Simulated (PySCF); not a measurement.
# C3H2N2O2: what the fields show

```xyz
9

O     2.2731    1.1045    0.2622
C     1.7811    0.1275   -0.2271
C     0.3418   -0.0892   -0.4026
N    -0.2123   -1.1438   -0.9329
N    -1.5306   -0.9553   -0.9095
C    -1.7317    0.2051   -0.3671
O    -0.5972    0.8084   -0.0226
H     2.3655   -0.7285   -0.6045
H    -2.6762    0.6773   -0.1898
```

Geometry: GFN2-xTB.

Theory: PySCF 2.14.0, CAM-B3LYP/def2-SVPD, SCF density, gas phase.

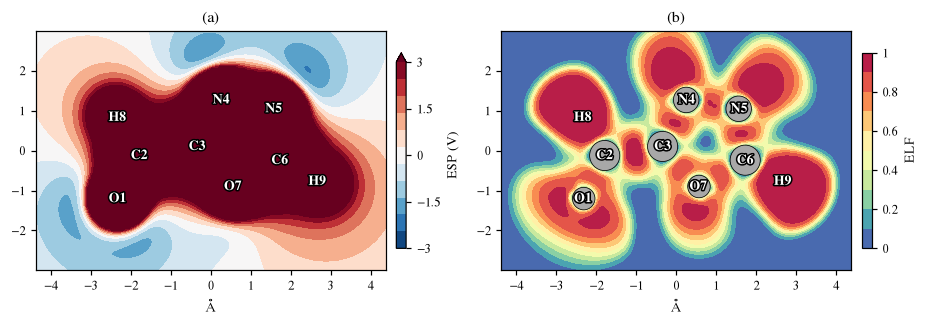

Figure 1. (a) molecular electrostatic potential; (b) ELF on the molecular plane. Grey discs cover the atomic cores in the ELF map.

**What do the fields say about this system?**

The section cuts through O, C, N and H sites. C–O (1.20 Å): the ELF peaks at about 0.85 between the atoms: a short, multiple covalent bond. C–N (1.30 Å): the ELF peaks at about 0.90 between the atoms, as expected for localised, covalent bonding. N–N (1.33 Å): the ELF peaks at about 0.90 between the atoms, as expected for a covalent bond. C–C (1.47 Å): the ELF peaks at about 1 between the atoms: localised, covalent bonding. C–H (1.07 Å): the ELF climbs to about 1 towards the hydrogen, as it does in any bond to H: a covalent bond by its length. The ELF also peaks beside O1, O7, N5 and N4, away from the bonds: lone-pair regions. Outside the dense part of the molecule the potential is most negative (−1.9 V) near N5.

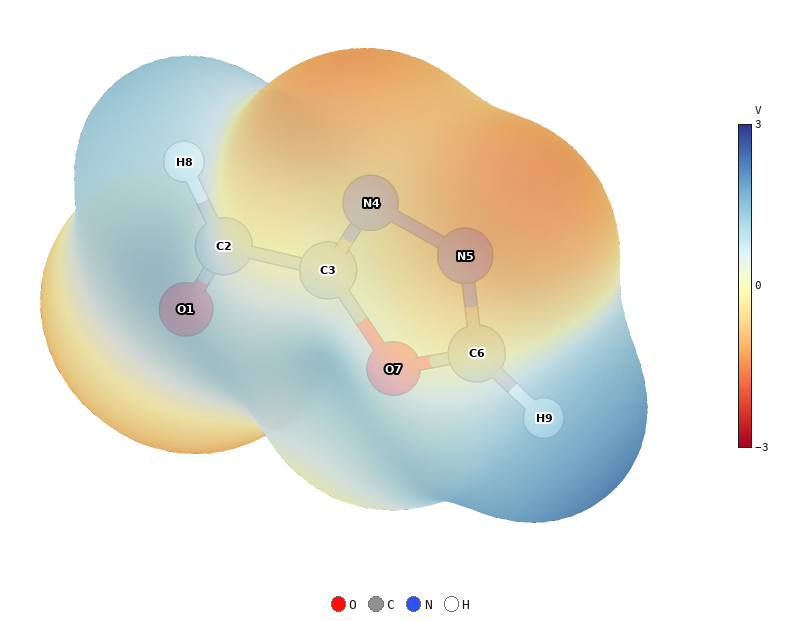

Figure 2. The molecular electrostatic potential painted on the density surface at 0.002 e/bohr³, seen at a tilt; red is negative and blue positive.

**Describe the electrostatic potential map.**

The most negative region (about −1.4 V) lies over N5, the most positive (about +2.1 V) over H9. N5 is the likeliest acceptor of a hydrogen bond.

**How polar is the molecule by this calculation?**

Its dipole moment is 1.63 D.
